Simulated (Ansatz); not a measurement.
Bands of a (5,5) gold nanotube, along its axis.

Levels: PBE (plane waves to 420 eV, PAW; Ansatz, an electronic-structure program); PBE with spin-orbit coupling (Ansatz). Unmarked values and the geometry are of the first. Mesh 1×1×22. No spin polarisation. One-dimensional cell, images about 11 Å apart. A hypothetical model, rolled from the flat sheet. It keeps the symmetry and period of its start, so it need not be a minimum against all distortions. Values not marked SOC lack spin–orbit coupling.

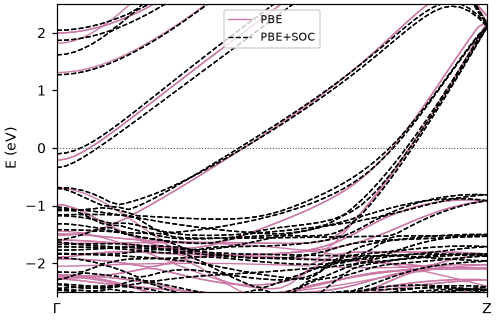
Figure. Bands from the zone centre to the zone edge (period 2.74 Å); the dotted line marks the highest filled level of each set

Q: Is it a metal or a semiconductor at this level? Give what the bands show.

A: A metal in PBE.
```
Quantity                                                                                                            Result
--------------------------------------------------------------------  ----------------------------------------------------
PBE gap                                                                                               none (under 0.01 eV)
crossings of the Fermi level between Γ and the zone edge (49 points)  9, each for both spins (ideal conductance 9 × 2e²/h)
```
